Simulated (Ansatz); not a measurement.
Geometry relaxation, with input and output: SnH$_{5}$OF (part 1 of 2)

The run: geometry relaxation of SnH$_{5}$OF. Method and program: RKS PBE0-D4/def2-TZVP (Ansatz 0.2.0).

The geometry is a transition state displaced along its imaginary mode. The reaction was set up to form Sn1–F7 and O2–H6 and to break Sn1–O2 and H6–F7 (atoms counted from 1 in the order of the input); sticks are drawn by distance alone. Figures and captions count atoms from 1; the log counts them from 0 in places.

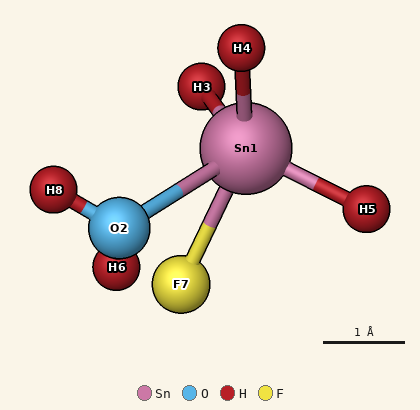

The input geometry (ball-and-stick view, seen at a tilt; atoms are numbered from 1 in the order of the input). Sticks mark near contacts.

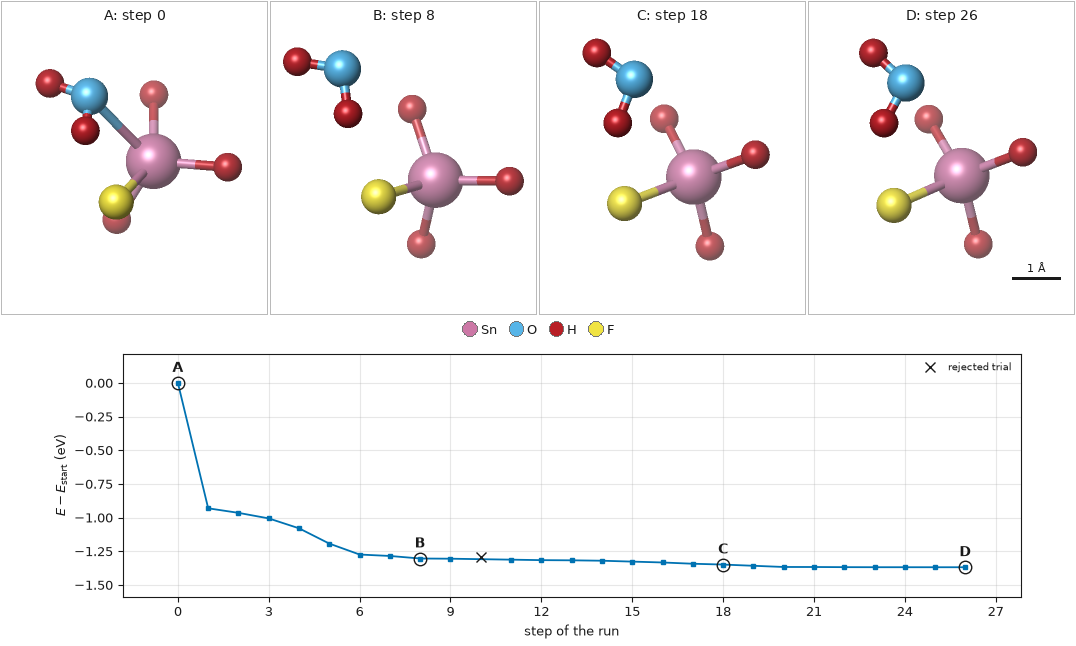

Frames of the relaxation (ball-and-stick view, seen at a tilt) above the curves, on which the letters mark them (the first geometry is step 0 here and step 1 in the log).

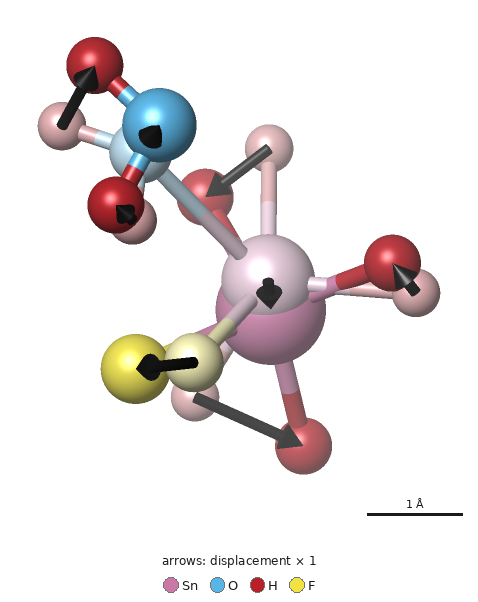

Start (faint) and end (solid) with the displacements as black arrows, at true length (ball-and-stick view, seen at a tilt). The two geometries are laid on each other by the best rigid fit. After 26 geometry steps the energy has fallen by 1.368 eV. Largest force component: 10 eV/Å at the start, 0.0026 eV/Å at the end. The line search rejected the trial step at point 10 (counted from 0) and went back. The atom that moves furthest after the best rigid fit is H3 (1.27 Å). By element the largest moves are H 1.27 Å, F 0.94 Å, O 0.56 Å, Sn 0.38 Å. Distances before and after: Sn1–O2 2.293 → 2.986 Å, O2–H6 0.829 → 0.967 Å, Sn1–H4 1.768 → 1.698 Å, Sn1–F7 2.019 → 1.950 Å. Bonds break: Sn1–O2 (2.29 → 2.99 Å). Among the angles that change: H4–Sn1–F7 147.1° → 106.4°, H5–Sn1–F7 90.7° → 106.8°, H3–Sn1–F7 87.0° → 100.5°. (Atoms are counted from 1 in the order of the input.)

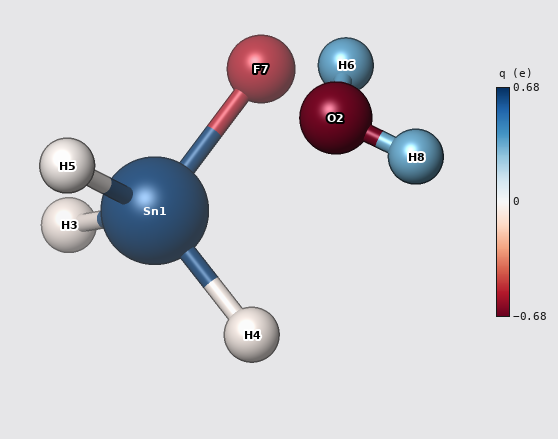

Mulliken charges, as the colour of each atom (ball-and-stick view, seen at a tilt; atoms are numbered from 1 in the order of the input). By element: Sn +0.65, O −0.65, H −0.06 to +0.35 and F −0.53 e.

The input and output of the run follow.

**Input**
```yaml
crystal:
  periodic: [false, false, false]
  atoms:
    - {symbol: Sn, position_ang: [-0.177417, -0.660548, 0.551517]}
    - {symbol: O, position_ang: [0.778349, 0.944666, -0.778424]}
    - {symbol: H, position_ang: [-1.578129, -1.410463, -0.039833]}
    - {symbol: H, position_ang: [1.149156, -1.649736, -0.069912]}
    - {symbol: H, position_ang: [0.144701, -0.389129, 2.187717]}
    - {symbol: H, position_ang: [0.069175, 1.320273, -0.569520]}
    - {symbol: F, position_ang: [-1.190052, 1.082989, 0.437445]}
    - {symbol: H, position_ang: [0.804316, 0.762049, -1.718991]}
basis:
  gaussian: {orbitals: def2-TZVP}
hamiltonian: {xc: pbe0, dispersion: d4}
relax: {f_tol: 0.005, max_steps: 200}
```

Run as:
```bash
ansatz run in.yaml --threads 4 --pin off --events-out ev --progress --plain --max-ram 9574MiB
```

**What the program printed**
```
Functional definition: PBE0
  name "PBE0"
  cite "Adamo & Barone, J. Chem. Phys. 110, 6158 (1999) doi:10.1063/1.478522"
  cite "Perdew, Burke & Ernzerhof, Phys. Rev. Lett. 77, 3865 (1996) doi:10.1103/PhysRevLett.77.3865"
  parent pbe
  parameter a = 0.25
  parameter kappa = 0.804
  parameter beta = 0.06672455060314922
  exchange = (1 - a)*pbe_x(kappa = kappa, mu = beta*pi^2/3) + a*exact_x
  correlation = pbe_c(beta = beta)
988 factors; their error is unknown
mean field evaluation 1: about -10667.7241 eV, gradient 6.1e1 eV
mean field evaluation 2: about -10659.9955 eV, gradient 9.3e1 eV
mean field evaluation 4: about -10673.1986 eV, gradient 4.9e0 eV
mean field evaluation 8: about -10673.2346 eV, gradient 2.4e-2 eV
mean field evaluation 16: about -10673.3213 eV, gradient 6.1e-5 eV
mean field -10673.32130815 eV, -392.2373234376 hartree, gradient 6.1e-5 eV, S^2 0.000000; 0 other end points of the search recorded, 0 dependent functions left out
the calculation of the forces begins
reference -10673.32134196 eV, -392.2373246798 hartree; 22, 22 occupied and 120, 120 virtual orbitals, 988 factors
relax step   1: F+E_penalty+E_count = -10673.41776070 eV  Δ(F+E_penalty+E_count) = +0.000e0 eV  max|allowed force component| = 1.042e1 eV/Å  Δτ_max = 0.0000 Å  (25 SCF iters, accepted)
these checks for a lower state are left out or cut short: starts, cluster_reference, orbital_swaps, neighbouring_geometries, increment
988 factors; their error is unknown
mean field -10674.25268386 eV, -392.2715508634 hartree, gradient 2.1e-5 eV, S^2 0.000000; 0 other end points of the search recorded, 0 dependent functions left out
[... from here on the field's lines of each further geometry are left out, up to the last ...]
relax step   2: F+E_penalty+E_count = -10674.34810973 eV  Δ(F+E_penalty+E_count) = -9.303e-1 eV  max|allowed force component| = 7.112e-1 eV/Å  Δτ_max = 0.1946 Å  (35 SCF iters, accepted)
relax step   3: F+E_penalty+E_count = -10674.38190375 eV  Δ(F+E_penalty+E_count) = -3.379e-2 eV  max|allowed force component| = 3.435e-1 eV/Å  Δτ_max = 0.1230 Å  (29 SCF iters, accepted)
relax step   4: F+E_penalty+E_count = -10674.42311253 eV  Δ(F+E_penalty+E_count) = -4.121e-2 eV  max|allowed force component| = 6.019e-1 eV/Å  Δτ_max = 0.0680 Å  (29 SCF iters, accepted)
relax step   5: F+E_penalty+E_count = -10674.49666067 eV  Δ(F+E_penalty+E_count) = -7.355e-2 eV  max|allowed force component| = 6.504e-1 eV/Å  Δτ_max = 0.1295 Å  (29 SCF iters, accepted)
relax step   6: F+E_penalty+E_count = -10674.61019236 eV  Δ(F+E_penalty+E_count) = -1.135e-1 eV  max|allowed force component| = 8.870e-1 eV/Å  Δτ_max = 0.1953 Å  (29 SCF iters, accepted)
relax step   7: F+E_penalty+E_count = -10674.69124951 eV  Δ(F+E_penalty+E_count) = -8.106e-2 eV  max|allowed force component| = 3.418e-1 eV/Å  Δτ_max = 0.2000 Å  (29 SCF iters, accepted)
relax step   8: F+E_penalty+E_count = -10674.70190120 eV  Δ(F+E_penalty+E_count) = -1.065e-2 eV  max|allowed force component| = 2.861e-1 eV/Å  Δτ_max = 0.0425 Å  (31 SCF iters, accepted)
relax step   9: F+E_penalty+E_count = -10674.72079897 eV  Δ(F+E_penalty+E_count) = -1.890e-2 eV  max|allowed force component| = 2.118e-1 eV/Å  Δτ_max = 0.1974 Å  (29 SCF iters, accepted)
relax step  10: F+E_penalty+E_count = -10674.72220560 eV  Δ(F+E_penalty+E_count) = -1.407e-3 eV  max|allowed force component| = 2.211e-1 eV/Å  Δτ_max = 0.0779 Å  (30 SCF iters, accepted)
relax step  11: F+E_penalty+E_count = -10674.70694171 eV  Δ(F+E_penalty+E_count) = +1.526e-2 eV  max|allowed force component| = 7.889e-1 eV/Å  Δτ_max = 0.1133 Å  (29 SCF iters, rejected (line search))
relax step  12: F+E_penalty+E_count = -10674.72930243 eV  Δ(F+E_penalty+E_count) = -7.097e-3 eV  max|allowed force component| = 5.242e-2 eV/Å  Δτ_max = 0.0561 Å  (31 SCF iters, accepted)
relax step  13: F+E_penalty+E_count = -10674.73287040 eV  Δ(F+E_penalty+E_count) = -3.568e-3 eV  max|allowed force component| = 1.257e-2 eV/Å  Δτ_max = 0.0996 Å  (30 SCF iters, accepted)
relax step  14: F+E_penalty+E_count = -10674.73421300 eV  Δ(F+E_penalty+E_count) = -1.343e-3 eV  max|allowed force component| = 3.947e-1 eV/Å  Δτ_max = 0.1497 Å  (30 SCF iters, accepted)
relax step  15: F+E_penalty+E_count = -10674.73720245 eV  Δ(F+E_penalty+E_count) = -2.989e-3 eV  max|allowed force component| = 2.437e-1 eV/Å  Δτ_max = 0.0352 Å  (31 SCF iters, accepted)
relax step  16: F+E_penalty+E_count = -10674.74375306 eV  Δ(F+E_penalty+E_count) = -6.551e-3 eV  max|allowed force component| = 3.218e-2 eV/Å  Δτ_max = 0.1097 Å  (30 SCF iters, accepted)
relax step  17: F+E_penalty+E_count = -10674.75020847 eV  Δ(F+E_penalty+E_count) = -6.455e-3 eV  max|allowed force component| = 6.044e-1 eV/Å  Δτ_max = 0.1913 Å  (27 SCF iters, accepted)
relax step  18: F+E_penalty+E_count = -10674.75959098 eV  Δ(F+E_penalty+E_count) = -9.383e-3 eV  max|allowed force component| = 5.365e-1 eV/Å  Δτ_max = 0.1101 Å  (30 SCF iters, accepted)
relax step  19: F+E_penalty+E_count = -10674.76569581 eV  Δ(F+E_penalty+E_count) = -6.105e-3 eV  max|allowed force component| = 7.565e-1 eV/Å  Δτ_max = 0.1951 Å  (29 SCF iters, accepted)
relax step  20: F+E_penalty+E_count = -10674.77471655 eV  Δ(F+E_penalty+E_count) = -9.021e-3 eV  max|allowed force component| = 6.419e-1 eV/Å  Δτ_max = 0.1002 Å  (30 SCF iters, accepted)
relax step  21: F+E_penalty+E_count = -10674.78361354 eV  Δ(F+E_penalty+E_count) = -8.897e-3 eV  max|allowed force component| = 8.204e-2 eV/Å  Δτ_max = 0.1744 Å  (29 SCF iters, accepted)
relax step  22: F+E_penalty+E_count = -10674.78386839 eV  Δ(F+E_penalty+E_count) = -2.548e-4 eV  max|allowed force component| = 5.250e-2 eV/Å  Δτ_max = 0.0737 Å  (30 SCF iters, accepted)
relax step  23: F+E_penalty+E_count = -10674.78493715 eV  Δ(F+E_penalty+E_count) = -1.069e-3 eV  max|allowed force component| = 3.900e-2 eV/Å  Δτ_max = 0.0381 Å  (30 SCF iters, accepted)
relax step  24: F+E_penalty+E_count = -10674.78536663 eV  Δ(F+E_penalty+E_count) = -4.295e-4 eV  max|allowed force component| = 1.907e-2 eV/Å  Δτ_max = 0.0265 Å  (32 SCF iters, accepted)
relax step  25: F+E_penalty+E_count = -10674.78544322 eV  Δ(F+E_penalty+E_count) = -7.659e-5 eV  max|allowed force component| = 1.457e-2 eV/Å  Δτ_max = 0.0358 Å  (29 SCF iters, accepted)
relax step  26: F+E_penalty+E_count = -10674.78556281 eV  Δ(F+E_penalty+E_count) = -1.196e-4 eV  max|allowed force component| = 5.700e-3 eV/Å  Δτ_max = 0.0111 Å  (31 SCF iters, accepted)
the calculation of the forces begins
reference -10674.69391535 eV, -392.2877658216 hartree; 22, 22 occupied and 120, 120 virtual orbitals, 988 factors
relax step  27: F+E_penalty+E_count = -10674.78557002 eV  Δ(F+E_penalty+E_count) = -7.204e-6 eV  max|allowed force component| = 2.609e-3 eV/Å  Δτ_max = 0.0029 Å  (33 SCF iters, accepted)
988 factors; their error is unknown
mean field -10674.69388146 eV, -392.2877645762 hartree, gradient 1.7e-5 eV, S^2 0.000000; 1 other end points of the search recorded, 0 dependent functions left out
the calculation of the forces begins
reference -10674.69391535 eV, -392.2877658216 hartree; 22, 22 occupied and 120, 120 virtual orbitals, 988 factors
Total energy: -10674.78560390 eV, -392.2911353139 hartree
Atom 0 at    -0.443704    -0.890754     0.645669 Å, force    -0.000385    -0.000079     0.000442 eV/Å
Atom 1 at     1.084485     1.333219    -0.633134 Å, force    -0.002559     0.000794     0.002240 eV/Å
Atom 2 at    -1.722049    -1.874850     1.207777 Å, force     0.000097     0.000093    -0.000189 eV/Å
Atom 3 at     0.497887    -1.686411    -0.521349 Å, force     0.000063     0.000263     0.000062 eV/Å
Atom 4 at     0.385247    -0.115700     1.903209 Å, force    -0.000158    -0.000074    -0.000297 eV/Å
Atom 5 at     0.148397     1.502705    -0.806004 Å, force     0.002356    -0.000567     0.000269 eV/Å
Atom 6 at    -1.446347     0.488277    -0.300967 Å, force     0.000093    -0.000254     0.000082 eV/Å
Atom 7 at     1.496183     1.243614    -1.495203 Å, force     0.000493    -0.000175    -0.002609 eV/Å
Dipole moment:     0.221527    -0.315728    -0.098999 e Å
```

**Trajectory as extended XYZ (Å, eV, eV/Å), 27 frames, from step=1 to step=27**
```
8
Properties=species:S:1:pos:R:3:forces:R:3 step=1 energy=-10673.41776
Sn   -0.1774   -0.6605    0.5515    0.1277  -0.9247   0.2941
O     0.7783    0.9447   -0.7784   10.4185  -5.4557  -3.1749
H    -1.5781   -1.4105   -0.0398   -0.1347  -0.2514   0.0496
H     1.1492   -1.6497   -0.0699   -0.2675   0.3828   0.0514
H     0.1447   -0.3891    2.1877    0.0106  -0.1093   0.1980
H     0.0692    1.3203   -0.5695   -9.9809   6.1691   2.5219
F    -1.1901    1.0830    0.4374   -0.2597   0.1634   0.1394
H     0.8043    0.7620   -1.7190    0.0860   0.0258  -0.0795
8
Properties=species:S:1:pos:R:3:forces:R:3 step=2 energy=-10674.34811
Sn   -0.2317   -0.6899    0.5910   -0.2824  -0.0626   0.0940
O     0.8456    0.9083   -0.8387    0.7112  -0.1133  -0.1983
H    -1.6201   -1.5633    0.0732    0.0793   0.1120   0.1429
H     1.1114   -1.5026   -0.1078   -0.0138  -0.0659   0.0160
H     0.0987   -0.5065    2.2573   -0.1001  -0.0080  -0.0716
H     0.0964    1.4742   -0.6067   -0.4770   0.4750  -0.0951
F    -1.1721    1.1147    0.4193    0.1198  -0.3791   0.1244
H     0.8719    0.7652   -1.7876   -0.0371   0.0420  -0.0123
8
Properties=species:S:1:pos:R:3:forces:R:3 step=3 energy=-10674.38190
Sn   -0.2149   -0.7293    0.5892   -0.3289   0.2159   0.2365
O     0.8664    1.0147   -0.8592   -0.0211   0.0366  -0.1973
H    -1.6497   -1.5600    0.1925   -0.0235  -0.0898  -0.0646
H     1.0988   -1.6006   -0.1018   -0.0527   0.2389  -0.0947
H     0.0487   -0.5436    2.2580    0.1018  -0.0176   0.0467
H     0.0417    1.5295   -0.7018    0.3435  -0.2248  -0.0813
F    -1.1482    1.0592    0.4233    0.0128  -0.2676   0.0243
H     0.9573    0.8303   -1.8003   -0.0318   0.1084   0.1303
8
Properties=species:S:1:pos:R:3:forces:R:3 step=4 energy=-10674.42311
Sn   -0.2470   -0.7326    0.6183   -0.2072  -0.1180   0.1640
O     0.8859    0.9788   -0.8883   -0.3528   0.4615  -0.2047
H    -1.6655   -1.5934    0.2134   -0.0002  -0.0610  -0.0058
H     1.0815   -1.5360   -0.1136   -0.0725   0.1357  -0.0222
H     0.0414   -0.5571    2.2868    0.0557  -0.0119   0.0215
H     0.0842    1.5266   -0.6954    0.6019  -0.3914  -0.2333
F    -1.1561    1.0362    0.4233    0.0418  -0.0715  -0.0113
H     0.9758    0.8776   -1.8445   -0.0666   0.0566   0.2918
8
Properties=species:S:1:pos:R:3:forces:R:3 step=5 energy=-10674.49666
Sn   -0.3169   -0.7657    0.6862    0.0250  -0.4649   0.1328
O     0.9488    1.0186   -0.9445   -0.3763   0.5044  -0.5807
H    -1.7114   -1.6761    0.2871    0.0295   0.0066   0.0875
H     1.0218   -1.4555   -0.1301   -0.1467   0.1263   0.0424
H     0.0356   -0.6059    2.3490   -0.0416  -0.0093  -0.0464
H     0.1297    1.5288   -0.7482    0.6343  -0.3347  -0.2310
F    -1.1492    0.9887    0.4115   -0.0239   0.1108  -0.0549
H     1.0417    0.9670   -1.9111   -0.1003   0.0609   0.6504
```
